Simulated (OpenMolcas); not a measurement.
**InSi2H7 (SMILES [SiH3][SiH2][InH2]) at 6 levels**

Aim: a comparison of 6 runs (HF/STO-3G, HF/def2-SVP, B2PLYP/def2-SVP, M06-L/def2-SVP, r2SCAN/def2-SVP, MP2/def2-SVP) of InSi2H7. 

The results are computed with OpenMolcas 26.06.

## Step 1: The system as given

The species is InSi2H7 (10 atoms), meant as a singlet with charge 0. SMILES: `[SiH3][SiH2][InH2]`. The In3–H9 distance was set to 2.246 Å, away from the relaxed value.

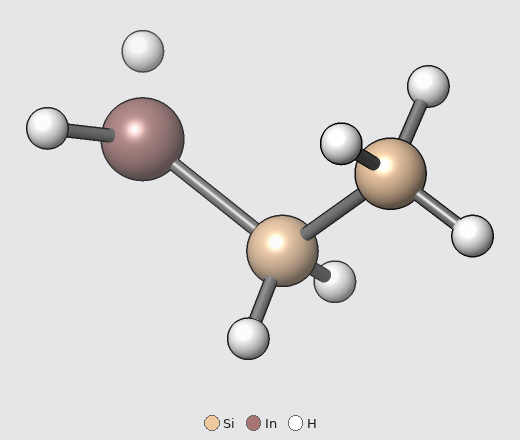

The structure, seen from a chosen angle (silicon light orange, indium brown, hydrogen white).

## Step 2: A single-point energy at HF/STO-3G (run 1)

The input, mol.xyz:

```xyz
10

Si    -1.413881     0.761759    -1.337825
Si     0.060119    -0.953241    -0.738625
In     1.921819    -0.033241     0.776875
H     -2.504081     0.278159    -2.227725
H     -0.670681     1.841559    -2.043725
H     -2.028681     1.349959    -0.115725
H     -0.724281    -2.027441    -0.064425
H      0.625719    -1.528441    -1.993525
H      1.761400    -0.160900     3.013900
H      3.305819     0.736959     0.084875
```

The input, mol.inp:

```
&GATEWAY
 BasLib = $CurrDir
 Coord = mol.xyz
 Basis = STO-3G
 Group = NoSym

&SEWARD

&SCF
 Thresholds = 1e-10 1e-07 1e-07 1e-05
 PrOrbitals = 1 1
```

The basis set STO-3G is read from a file made from the Basis Set Exchange's data (not shown).

Launch:

```sh
$ export MOLCAS_MEM=1860
$ pymolcas mol.inp > mol.log
```

Output:

```text
--- Start Module: gateway ---
[...]
--- Stop Module: gateway /rc=_RC_ALL_IS_WELL_ ---
--- Start Module: seward ---
[...]
      Basis functions           52
--- Stop Module: seward /rc=_RC_ALL_IS_WELL_ ---
--- Start Module: scf ---
[...]
       Convergence after  10 Iterations
[...]
::    Total SCF energy                              -6258.0931846392
[...]
      Total spin, S                                     0.0000000000
[...]
      Total electronic charge=   84.000000
      Total            charge=   -0.000000
[...]
      Dipole Moment (debye):
      Origin of the operator (angstrom)=    1.0270   -0.0488    0.1563
                   X=  4.4862E-01               Y= -1.9451E-01               Z= -3.9809E-01           Total=  6.3053E-01
      Quadrupole Moment (debye*angstrom):
[...]
--- Stop Module: scf /rc=_RC_ALL_IS_WELL_ ---
[...]
```

Wall time 1.5 s (1 thread of Intel Xeon 6975P-C (Granite Rapids), shared host); peak memory 0.38 GiB.

## Step 3: A single-point energy at HF/def2-SVP (core potential) (run 2)

The input, struct.xyz:

```xyz
10

Si    -1.413881     0.761759    -1.337825
Si     0.060119    -0.953241    -0.738625
In     1.921819    -0.033241     0.776875
H     -2.504081     0.278159    -2.227725
H     -0.670681     1.841559    -2.043725
H     -2.028681     1.349959    -0.115725
H     -0.724281    -2.027441    -0.064425
H      0.625719    -1.528441    -1.993525
H      1.761400    -0.160900     3.013900
H      3.305819     0.736959     0.084875
```

The input, job.inp:

```
>>> EXPORT MOLCAS_PRINT=2
&GATEWAY
BasLib=$CurrDir
Coord=struct.xyz
Basis=def2-SVP
Group=NoSym
&SEWARD
&SCF
Thresholds=1e-10 1e-07 1e-07 1e-05
PrOrbitals=1
```

The basis set def2-SVP is read from a file made from the Basis Set Exchange's data (not shown).

Launch:

```sh
$ export MOLCAS_MEM=1860
$ pymolcas job.inp > job.log
```

Output:

```text
--- Start Module: gateway ---
[...]
--- Stop Module: gateway /rc=_RC_ALL_IS_WELL_ ---
--- Start Module: seward ---
[...]
      Basis functions           97
--- Stop Module: seward /rc=_RC_ALL_IS_WELL_ ---
[...]
--- Start Module: scf ---
[...]
       Convergence after  12 Iterations
[...]
::    Total SCF energy                               -770.8971900495
[...]
      Total spin, S                                     0.0000000000
[...]
      Total electronic charge=   56.000000
      Total            charge=   -0.000000
[...]
      Dipole Moment (debye):
      Origin of the operator (angstrom)=    1.0270   -0.0488    0.1563
                   X=  8.6133E-02               Y= -1.6530E-01               Z= -1.4996E+00           Total=  1.5112E+00
      Quadrupole Moment (debye*angstrom):
[...]
--- Stop Module: scf /rc=_RC_ALL_IS_WELL_ ---
[...]
```

Run time: 6.3 s. Hardware: 1 thread of Intel Xeon 6975P-C (Granite Rapids), shared host; peak memory 0.54 GiB.

Runs 3 to 5 aren't shown in full; the table further down has their settings and results.

## Step 4: The energy at MP2/def2-SVP (core potential) (run 6)

The input, mol.input:

```
&GATEWAY
 BasLib
 $CurrDir
 Coord
 10
 angstrom
 Si      -1.413881       0.761759      -1.337825
 Si       0.060119      -0.953241      -0.738625
 In       1.921819      -0.033241       0.776875
 H       -2.504081       0.278159      -2.227725
 H       -0.670681       1.841559      -2.043725
 H       -2.028681       1.349959      -0.115725
 H       -0.724281      -2.027441      -0.064425
 H        0.625719      -1.528441      -1.993525
 H        1.761400      -0.160900       3.013900
 H        3.305819       0.736959       0.084875
 Basis
 def2-SVP
 Group
 NoSym

&SEWARD

&SCF
 Thresholds
 1e-10 1e-07 1e-07 1e-05
 PrOrbitals
 1 2

&MBPT2
 Frozen
 14
```

The basis set def2-SVP is read from a file made from the Basis Set Exchange's data (not shown).

Launch:

```sh
$ export MOLCAS_MEM=1860
$ pymolcas mol.input > mol.log
```

Output:

```text
--- Start Module: gateway ---
[...]
--- Stop Module: gateway /rc=_RC_ALL_IS_WELL_ ---
[...]
      Basis functions           97
[...]
--- Start Module: scf ---
[...]
       Convergence after  12 Iterations
[...]
::    Total SCF energy                               -770.8971900495
[...]
      Total spin, S                                     0.0000000000
[...]
      Total electronic charge=   56.000000
      Total            charge=   -0.000000
[...]
      Dipole Moment (debye):
      Origin of the operator (angstrom)=    1.0270   -0.0488    0.1563
                   X=  8.6133E-02               Y= -1.6530E-01               Z= -1.4996E+00           Total=  1.5112E+00
      Quadrupole Moment (debye*angstrom):
[...]
--- Stop Module: scf /rc=_RC_ALL_IS_WELL_ ---
[...]
--- Start Module: mbpt2 ---
[...]
WARNING!
Default frozen orbitals as non valence orbitals is overwritten by user input.
Default values:   4
[...]
       Reference weight ( Cref**2 )         =        0.87282
::    Total MBPT2 energy                             -771.1943415217
[...]
      Total MBPT2 calculations                           0.30      0.34
--- Stop Module: mbpt2 /rc=_RC_ALL_IS_WELL_ ---
[...]
```

Wall time 6.6 s (1 thread of Intel Xeon 6975P-C (Granite Rapids), shared host); peak memory 0.54 GiB.

## Step 5: The series

| run | level | frozen core orbitals | integration grid | energy (Eh) | dipole moment (D) of the reference | HOMO energy (eV) | LUMO energy (eV) | wall time |
| --- | --- | --- | --- | --- | --- | --- | --- | --- |
| 1 | HF/STO-3G | – | – | -6258.093185 | 0.63 | -6.64 | 5.32 | 1.5 s |
| 2 | HF/def2-SVP (core potential) | – | – | -770.897190 | 1.51 | -9.38 | 0.23 | 6.3 s |
| 3 | B2PLYP/def2-SVP (core potential) | 14 | UltraFine | -772.520822 | 1.40 | -7.91 | -1.36 | 19 s |
| 4 | M06-L/def2-SVP (core potential) | – | UltraFine | -773.220112 | 1.37 | -6.28 | -2.70 | 30 s |
| 5 | r2SCAN/def2-SVP (core potential) | – | UltraFine | -773.085107 | 1.28 | -6.38 | -2.79 | 31 s |
| 6 | MP2/def2-SVP (core potential) | 14 | – | -771.194342 | 1.51 | -9.38 | 0.23 | 6.6 s |

## Step 6: Results

| quantity | value |
| --- | --- |
| run 6: total energy | -771.19434 Eh |
| run 6: dipole moment (mean-field density) | 1.51 D |
| run 6: HOMO energy (Hartree–Fock orbitals) | -9.38 eV |
| run 6: LUMO energy (Hartree–Fock orbitals) | 0.23 eV |
| run 6: HOMO–LUMO gap (Hartree–Fock orbitals) | 9.61 eV |
| run 6: correlation energy (14 core orbitals frozen) | -297.2 mEh |

Over runs 1, 2, 3, 4, 5 the dipole moment (its size) runs from 0.63 D (HF/STO-3G) to 1.51 D (HF/def2-SVP). The two ends differ in basis and core potential. Over runs 1, 2, 3, 4, 5 the HOMO–LUMO gap runs from 3.58 eV (M06-L/def2-SVP) to 11.97 eV (HF/STO-3G). The two ends differ in method and basis and core potential. For B2PLYP the log adds the whole second-order term; the table takes 0.27 of it, as the functional is defined. Totals of different functionals can't be ranked against each other. Some runs of one species differ in core potentials or relativity; totals across that change don't compare. In run 1 the basis is minimal, so the values are rough. In run 1 relativity is left out where basis or elements ask for it. All runs together took 95 s, the longest 31 s.
